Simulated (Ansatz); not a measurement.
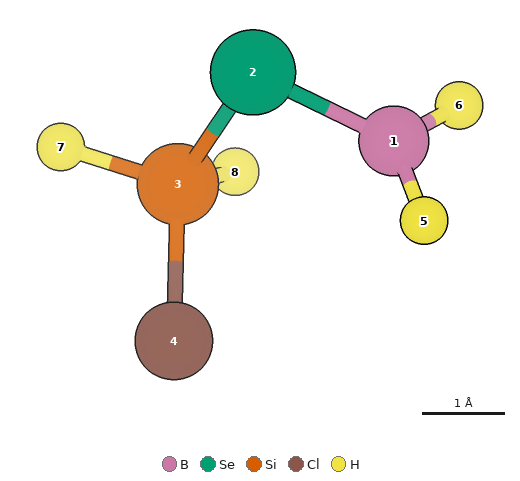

**Figure 1.** The input geometry (ball-and-stick view, seen at a tilt; atoms are numbered from 1 in the order of the input). Bond lengths as drawn: B–H 1.22 to 1.23 Å, B–Se 1.95 Å, Cl–Si 2.05 Å, H–Si 1.42 to 1.52 Å and Se–Si 2.28 Å.

# Geometry relaxation of BSiH4SeCl

System: BSiH4SeCl.
Method: RKS PBE/def2-SVP (Ansatz 0.2.0).

It belongs to a series of runs on one base structure; here: end point A relaxed. Figures and captions count atoms from 1; the log counts them from 0 in places.

### What the program printed
```
The last accepted step is kept in [file] (removed where the run ends without a failure and the disk answers)
Engine: ansatz 0.2.0, x86_64-unknown-linux-gnu
Functional definition: PBE
  parameter kappa = 0.804
  parameter beta = 0.06672455060314922
  exchange = pbe_x(kappa = kappa, mu = beta*pi^2/3)
  correlation = pbe_c(beta = beta)
1123 factors; their error is unknown
mean field evaluation 1: about -86455.4382 eV, gradient 2.3e1 eV
mean field evaluation 2: about -86454.6881 eV, gradient 2.7e1 eV
mean field evaluation 4: about -86457.2986 eV, gradient 1.0e0 eV
mean field evaluation 8: about -86457.3020 eV, gradient 1.9e-2 eV
mean field evaluation 16: about -86457.1598 eV, gradient 5.0e-5 eV
mean field -86457.15979962 eV, -3177.2420198683 hartree, gradient 5.0e-5 eV, S^2 0.000000; 0 other end points of the search recorded, 0 dependent functions left out
the calculation of the forces begins
reference -86457.15983299 eV, -3177.2420210945 hartree; 37, 37 occupied and 65, 65 virtual orbitals, 1123 factors
relax step   1: F+E_penalty+E_count = -86457.15979962 eV  Δ(F+E_penalty+E_count) = +0.000e0 eV  max|allowed force component| = 1.793e0 eV/Å  Δτ_max = 0.0000 Å  (27 SCF iters, accepted)
these checks for a lower state are left out or cut short: starts, cluster_reference, orbital_swaps, neighbouring_geometries, increment
1123 factors; their error is unknown
mean field -86457.28888947 eV, -3177.2467638328 hartree, gradient 1.0e-5 eV, S^2 0.000000; 0 other end points of the search recorded, 0 dependent functions left out
the calculation of the forces begins
reference -86457.28892290 eV, -3177.2467650612 hartree; 37, 37 occupied and 65, 65 virtual orbitals, 1123 factors
relax step   2: F+E_penalty+E_count = -86457.28888947 eV  Δ(F+E_penalty+E_count) = -1.291e-1 eV  max|allowed force component| = 4.741e-1 eV/Å  Δτ_max = 0.1417 Å  (28 SCF iters, accepted)
these checks for a lower state are left out or cut short: starts, cluster_reference, orbital_swaps, neighbouring_geometries, increment
1123 factors; their error is unknown
mean field -86457.29974000 eV, -3177.2471625823 hartree, gradient 9.0e-6 eV, S^2 0.000000; 0 other end points of the search recorded, 0 dependent functions left out
the calculation of the forces begins
reference -86457.29977338 eV, -3177.2471638090 hartree; 37, 37 occupied and 65, 65 virtual orbitals, 1123 factors
relax step   3: F+E_penalty+E_count = -86457.29974000 eV  Δ(F+E_penalty+E_count) = -1.085e-2 eV  max|allowed force component| = 2.356e-1 eV/Å  Δτ_max = 0.0333 Å  (29 SCF iters, accepted)
these checks for a lower state are left out or cut short: starts, cluster_reference, orbital_swaps, neighbouring_geometries, increment
1123 factors; their error is unknown
mean field evaluation 32: about -86457.4430 eV, gradient 1.1e0 eV
mean field -86457.30299877 eV, -3177.2472823400 hartree, gradient 9.1e-6 eV, S^2 0.000000; 0 other end points of the search recorded, 0 dependent functions left out
the calculation of the forces begins
reference -86457.30303220 eV, -3177.2472835684 hartree; 37, 37 occupied and 65, 65 virtual orbitals, 1123 factors
relax step   4: F+E_penalty+E_count = -86457.30299877 eV  Δ(F+E_penalty+E_count) = -3.259e-3 eV  max|allowed force component| = 6.562e-2 eV/Å  Δτ_max = 0.0281 Å  (28 SCF iters, accepted)
these checks for a lower state are left out or cut short: starts, cluster_reference, orbital_swaps, neighbouring_geometries, increment
1123 factors; their error is unknown
mean field -86457.30341190 eV, -3177.2472975224 hartree, gradient 9.0e-6 eV, S^2 0.000000; 0 other end points of the search recorded, 0 dependent functions left out
the calculation of the forces begins
reference -86457.30344533 eV, -3177.2472987507 hartree; 37, 37 occupied and 65, 65 virtual orbitals, 1123 factors
relax step   5: F+E_penalty+E_count = -86457.30341190 eV  Δ(F+E_penalty+E_count) = -4.131e-4 eV  max|allowed force component| = 2.030e-2 eV/Å  Δτ_max = 0.0072 Å  (29 SCF iters, accepted)
these checks for a lower state are left out or cut short: starts, cluster_reference, orbital_swaps, neighbouring_geometries, increment
1123 factors; their error is unknown
mean field -86457.30363797 eV, -3177.2473058301 hartree, gradient 9.2e-6 eV, S^2 0.000000; 0 other end points of the search recorded, 0 dependent functions left out
the calculation of the forces begins
reference -86457.30367140 eV, -3177.2473070588 hartree; 37, 37 occupied and 65, 65 virtual orbitals, 1123 factors
relax step   6: F+E_penalty+E_count = -86457.30363797 eV  Δ(F+E_penalty+E_count) = -2.261e-4 eV  max|allowed force component| = 2.257e-2 eV/Å  Δτ_max = 0.0106 Å  (28 SCF iters, accepted)
these checks for a lower state are left out or cut short: starts, cluster_reference, orbital_swaps, neighbouring_geometries, increment
1123 factors; their error is unknown
mean field -86457.30382757 eV, -3177.2473127977 hartree, gradient 9.4e-6 eV, S^2 0.000000; 0 other end points of the search recorded, 0 dependent functions left out
the calculation of the forces begins
reference -86457.30386102 eV, -3177.2473140272 hartree; 37, 37 occupied and 65, 65 virtual orbitals, 1123 factors
relax step   7: F+E_penalty+E_count = -86457.30382757 eV  Δ(F+E_penalty+E_count) = -1.896e-4 eV  max|allowed force component| = 2.858e-2 eV/Å  Δτ_max = 0.0170 Å  (28 SCF iters, accepted)
these checks for a lower state are left out or cut short: starts, cluster_reference, orbital_swaps, neighbouring_geometries, increment
1123 factors; their error is unknown
mean field evaluation 64: about -86457.3039 eV, gradient 1.9e-4 eV
mean field -86457.30392857 eV, -3177.2473165095 hartree, gradient 9.8e-6 eV, S^2 0.000000; 0 other end points of the search recorded, 0 dependent functions left out
the calculation of the forces begins
reference -86457.30396205 eV, -3177.2473177398 hartree; 37, 37 occupied and 65, 65 virtual orbitals, 1123 factors
relax step   8: F+E_penalty+E_count = -86457.30392857 eV  Δ(F+E_penalty+E_count) = -1.010e-4 eV  max|allowed force component| = 1.309e-2 eV/Å  Δτ_max = 0.0131 Å  (28 SCF iters, accepted)
```

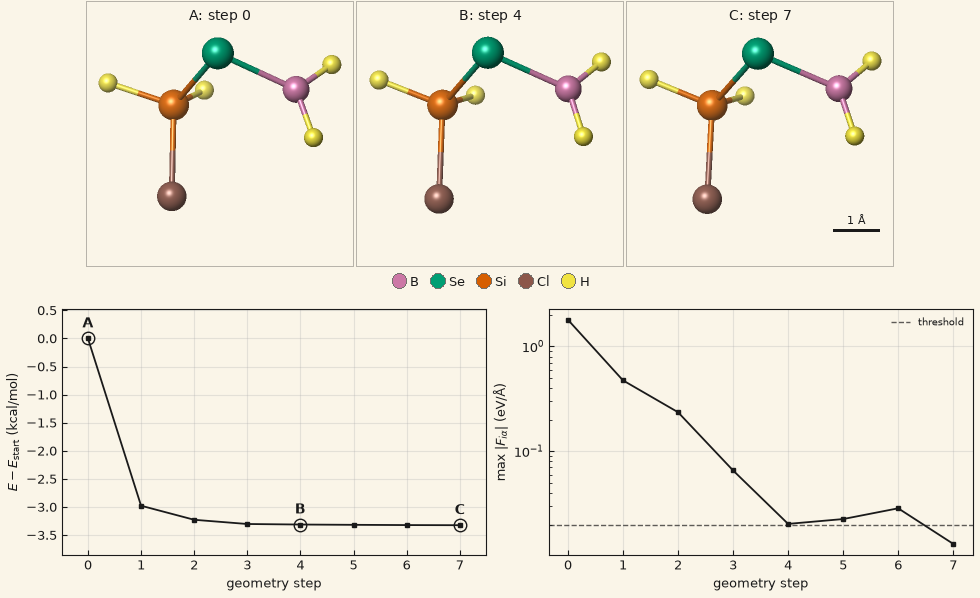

**Figure 2.** Frames of the relaxation (ball-and-stick view, seen at a tilt) above the curves, on which the letters mark them (the first geometry is step 0 here and step 1 in the log).

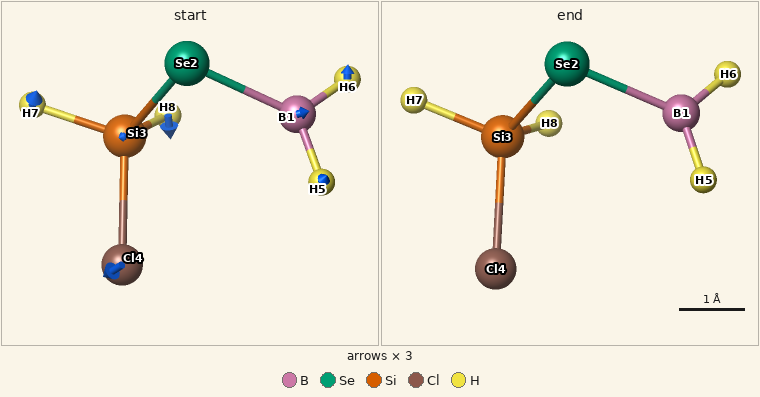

**Figure 3.** Before (left) and after (right) the relaxation, at one scale (ball-and-stick view, seen at a tilt). The blue arrows give the displacements, magnified 3 times. Cl4 moves most after the best rigid fit: 0.16 Å. By element the largest moves are Cl 0.16 Å, H 0.14 Å, B 0.07 Å, Si 0.04 Å, Se 0.01 Å. Distances before and after: Si3–H8 1.422 → 1.499 Å, B1–Se2 1.949 → 1.989 Å, Si3–Cl4 2.053 → 2.085 Å, Si3–H7 1.523 → 1.498 Å. Among the angles that change: Cl4–Si3–H8 114.4° → 106.7°, H5–B1–H6 115.5° → 121.8°, Se2–Si3–Cl4 109.5° → 113.9°. The energy falls by 3.32 kcal/mol in 7 geometry steps. The largest force component goes from 1.8 to 0.013 eV/Å. (Atoms are counted from 1 in the order of the input.)

```
1123 factors; their error is unknown
mean field -86457.30392857 eV, -3177.2473165095 hartree, gradient 9.6e-6 eV, S^2 0.000000; 1 other end points of the search recorded, 0 dependent functions left out
the calculation of the forces begins
reference -86457.30396205 eV, -3177.2473177398 hartree; 37, 37 occupied and 65, 65 virtual orbitals, 1123 factors
Total energy: -86457.30396205 eV, -3177.2473177398 hartree
Atom 0 at    -0.667389     1.605557    -0.228065 Å, force     0.013087    -0.002673    -0.000317 eV/Å
Atom 1 at     1.208251     1.056995     0.141626 Å, force    -0.001264     0.004572    -0.003100 eV/Å
Atom 2 at     0.612507    -1.144951     0.275127 Å, force     0.012251    -0.002976    -0.000746 eV/Å
Atom 3 at     0.062456    -1.982824    -1.552857 Å, force     0.000831    -0.000736     0.000144 eV/Å
Atom 4 at    -1.050836     1.664973    -1.376897 Å, force    -0.007205     0.002454    -0.000843 eV/Å
Atom 5 at    -1.385635     1.905674     0.703180 Å, force    -0.004486    -0.001640     0.002960 eV/Å
Atom 6 at     1.855711    -1.815399     0.774156 Å, force    -0.005896    -0.000237     0.000212 eV/Å
Atom 7 at    -0.542866    -1.347124     1.207830 Å, force    -0.007319     0.001237     0.001691 eV/Å
Dipole moment:    -0.048008     0.028848     0.188642 e Å
```

### Trajectory as extended XYZ (Å, eV, eV/Å), 8 frames, from step=1 to step=8
```
8
Properties=species:S:1:pos:R:3:forces:R:3 step=1 energy=-86457.15980
B    -0.6363    1.5446   -0.2293   -0.8943   0.3374  -0.4031
Se    1.2143    1.0615    0.1471    0.5698  -0.0163   0.1710
Si    0.5830   -1.1291    0.2925    1.7930   0.0995  -0.4315
Cl    0.0730   -1.8208   -1.5722   -0.3361  -0.3193  -0.3693
H    -1.0741    1.5978   -1.3729    0.2779  -0.0842   0.1210
H    -1.4195    1.8621    0.6459    0.1607  -0.0764   0.1883
H     1.7967   -1.9169    0.7667   -0.2212   0.3129  -0.1254
H    -0.4449   -1.2563    1.2663   -1.3497  -0.2537   0.8490
8
Properties=species:S:1:pos:R:3:forces:R:3 step=2 energy=-86457.28889
B    -0.6300    1.5842   -0.2247   -0.4741  -0.0589  -0.1242
Se    1.2373    1.0884    0.1652    0.1816  -0.1197   0.0436
Si    0.6036   -1.1140    0.2784    0.3772  -0.0096  -0.1985
Cl    0.0012   -1.9246   -1.5476    0.0707   0.0177  -0.0008
H    -1.0329    1.5929   -1.3766    0.1150   0.0559   0.1188
H    -1.3939    1.8424    0.6898    0.1224   0.0450  -0.0362
H     1.8506   -1.8048    0.7713   -0.1485   0.0688  -0.0749
H    -0.5436   -1.3216    1.1883   -0.2443   0.0007   0.2723
8
Properties=species:S:1:pos:R:3:forces:R:3 step=3 energy=-86457.29974
B    -0.6551    1.5623   -0.2255   -0.0941   0.2356  -0.0433
Se    1.2289    1.0758    0.1637   -0.0099  -0.0922  -0.0101
Si    0.6084   -1.1252    0.2758    0.0296   0.0221  -0.0200
Cl    0.0297   -1.9373   -1.5585    0.0192   0.0190   0.0511
H    -1.0316    1.6205   -1.3808    0.0180  -0.0644   0.0744
H    -1.3915    1.8706    0.6941    0.0441  -0.0807  -0.0407
H     1.8487   -1.8127    0.7592   -0.0207  -0.0182   0.0055
H    -0.5453   -1.3111    1.2162    0.0138  -0.0212  -0.0169
8
Properties=species:S:1:pos:R:3:forces:R:3 step=4 energy=-86457.30300
B    -0.6598    1.5896   -0.2297   -0.0485   0.0004  -0.0007
Se    1.2204    1.0711    0.1575    0.0079  -0.0312  -0.0010
Si    0.6159   -1.1324    0.2787   -0.0656   0.0265   0.0016
Cl    0.0400   -1.9439   -1.5543    0.0070  -0.0021   0.0109
H    -1.0395    1.6310   -1.3819    0.0138   0.0083   0.0237
H    -1.3953    1.8801    0.6936    0.0313  -0.0020  -0.0198
H     1.8497   -1.8283    0.7617    0.0206   0.0082   0.0130
H    -0.5393   -1.3245    1.2185    0.0335  -0.0081  -0.0276
8
Properties=species:S:1:pos:R:3:forces:R:3 step=5 energy=-86457.30341
B    -0.6602    1.5911   -0.2294   -0.0041  -0.0075   0.0036
Se    1.2202    1.0686    0.1560   -0.0110  -0.0063  -0.0056
Si    0.6131   -1.1322    0.2777   -0.0203   0.0007   0.0023
Cl    0.0406   -1.9487   -1.5535    0.0055  -0.0024   0.0011
H    -1.0392    1.6340   -1.3807    0.0019   0.0088   0.0008
H    -1.3924    1.8818    0.6945    0.0099   0.0045   0.0002
H     1.8505   -1.8213    0.7636    0.0076   0.0030   0.0064
H    -0.5402   -1.3302    1.2159    0.0104  -0.0008  -0.0089
8
Properties=species:S:1:pos:R:3:forces:R:3 step=6 energy=-86457.30364
B    -0.6627    1.5950   -0.2293    0.0226  -0.0093   0.0050
Se    1.2166    1.0650    0.1528   -0.0134   0.0043  -0.0067
Si    0.6121   -1.1353    0.2767    0.0048  -0.0095   0.0046
Cl    0.0456   -1.9580   -1.5532    0.0029  -0.0023  -0.0024
H    -1.0411    1.6424   -1.3799   -0.0080   0.0073  -0.0090
H    -1.3901    1.8884    0.6966   -0.0053   0.0063   0.0086
H     1.8521   -1.8182    0.7662   -0.0002   0.0020   0.0017
H    -0.5402   -1.3365    1.2141   -0.0033   0.0012  -0.0018
8
Properties=species:S:1:pos:R:3:forces:R:3 step=7 energy=-86457.30383
B    -0.6659    1.6013   -0.2288    0.0286  -0.0065   0.0031
Se    1.2113    1.0604    0.1475   -0.0086   0.0067  -0.0058
Si    0.6121   -1.1407    0.2757    0.0160  -0.0108   0.0038
Cl    0.0544   -1.9725   -1.5526    0.0012  -0.0008  -0.0036
H    -1.0457    1.6556   -1.3787   -0.0118   0.0042  -0.0075
H    -1.3877    1.8990    0.7000   -0.0104   0.0034   0.0078
H     1.8546   -1.8162    0.7701   -0.0053   0.0018  -0.0003
H    -0.5409   -1.3438    1.2109   -0.0096   0.0020   0.0025
8
Properties=species:S:1:pos:R:3:forces:R:3 step=8 energy=-86457.30393
B    -0.6674    1.6056   -0.2281    0.0131  -0.0027  -0.0003
Se    1.2083    1.0570    0.1416   -0.0013   0.0046  -0.0031
Si    0.6125   -1.1450    0.2751    0.0123  -0.0030  -0.0007
Cl    0.0625   -1.9828   -1.5529    0.0008  -0.0007   0.0001
H    -1.0508    1.6650   -1.3769   -0.0072   0.0025  -0.0008
H    -1.3856    1.9057    0.7032   -0.0045  -0.0016   0.0030
H     1.8557   -1.8154    0.7742   -0.0059  -0.0002   0.0002
H    -0.5429   -1.3471    1.2078   -0.0073   0.0012   0.0017
```

The run was set up as follows.

### The input
```yaml
crystal:
  periodic: [false, false, false]
  atoms:
    - { symbol: B, position_ang: [-0.6363, 1.5446, -0.2293] }
    - { symbol: Se, position_ang: [1.2143, 1.0615, 0.1471] }
    - { symbol: Si, position_ang: [0.583, -1.1291, 0.2925] }
    - { symbol: Cl, position_ang: [0.073, -1.8208, -1.5722] }
    - { symbol: H, position_ang: [-1.0741, 1.5978, -1.3729] }
    - { symbol: H, position_ang: [-1.4195, 1.8621, 0.6459] }
    - { symbol: H, position_ang: [1.7967, -1.9169, 0.7667] }
    - { symbol: H, position_ang: [-0.4449, -1.2563, 1.2663] }
basis:
  gaussian: { orbitals: def2-SVP }
hamiltonian:
  xc: pbe
relax:
  f_tol: 0.02
  max_steps: 50
```

Command:
```bash
ansatz run input.yaml --threads 2 --pin off --max-ram 3072MiB --backend cpu --events-out ev --progress --plain --runs-dir out
```

### Summary

- outcome: converged
- total energy: −86457.3040 eV
- mean-field energy: −86457.3040 eV
- largest force (length of the vector) at the end: 0.013 eV/Å
- hardware: 2 threads of Intel Xeon (Granite Rapids), 16 GiB of memory available, shared host
- wall time: 9.4 s (CPU time 17 s)
- peak memory: 0.17 GiB
